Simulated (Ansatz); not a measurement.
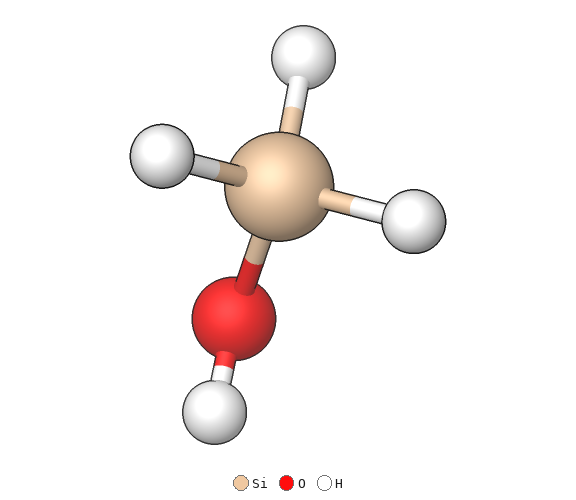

Every bond is drawn as one stick, whatever its order.

Count the atoms of each element.

H4OSi, 6 atoms: 4 hydrogen, 1 oxygen and 1 silicon.

Count the bonded pairs by element.

3 Si–H, 1 O–Si, 1 O–H. Sticks follow a distance rule.

How many sets of symmetry-equivalent atoms are there?

5: 1 Si, 1 O, 2 H, 1 H, 1 H.

Which point group does it belong to?

Cs.

More results for the same structure follow; atom numbers are the same in all pictures, views and colours differ. The geometry was computed by an optimisation with PBE0-D4/def2-TZVP. No frequency run is at hand to confirm it as a minimum.

**Dipole moment**

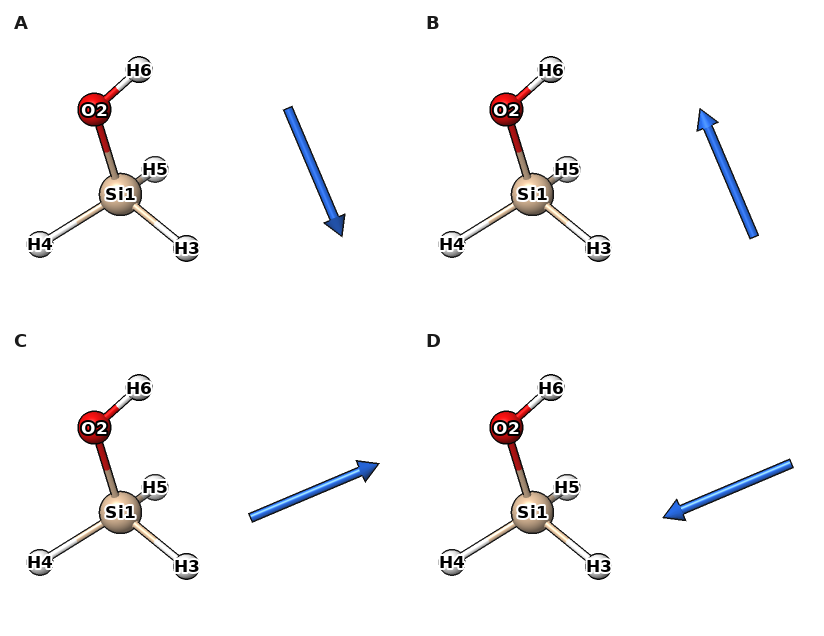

The same molecule four times, each with an arrow. No frequency run is at hand to confirm it as a minimum. Level of theory: RKS PBE0-D4/def2-TZVP (Ansatz 0.2.0).

Which arrow points along the dipole moment, from the negative to the positive end?

C. The dipole moment is 1.36 D; it points from the side of H4 to the side of H6 (the outermost atoms at the two ends).

**Electronic properties**

No frequency run is at hand to confirm it as a minimum. Level of theory: RKS PBE0-D4/def2-TZVPPD (Ansatz 0.2.0).

What is the HOMO energy (Kohn–Sham orbital)?

−8.77 eV.

What is the HOMO–LUMO gap?

8.44 eV.

**Charges**

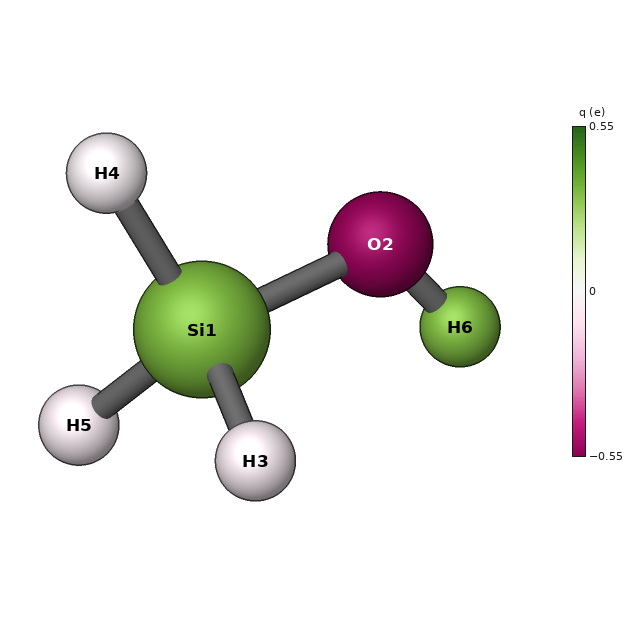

Atoms are coloured by their Mulliken charges. No frequency run is at hand to confirm it as a minimum. Level of theory: RKS PBE0-D4/def2-TZVP (Ansatz 0.2.0).

Which atom carries the highest charge (most positive or least negative)?

Si1 (0.33 e).

And the lowest?

O2 (−0.53 e).

List the Mulliken charges.

```json
{"atom": "Si1", "value (e)": "0.33"}
{"atom": "O2", "value (e)": "−0.53"}
{"atom": "H3", "value (e)": "−0.05"}
{"atom": "H4", "value (e)": "−0.03"}
{"atom": "H5", "value (e)": "−0.05"}
{"atom": "H6", "value (e)": "0.32"}
```

Mulliken values depend strongly on the basis set and can even reverse the polarity of a bond.
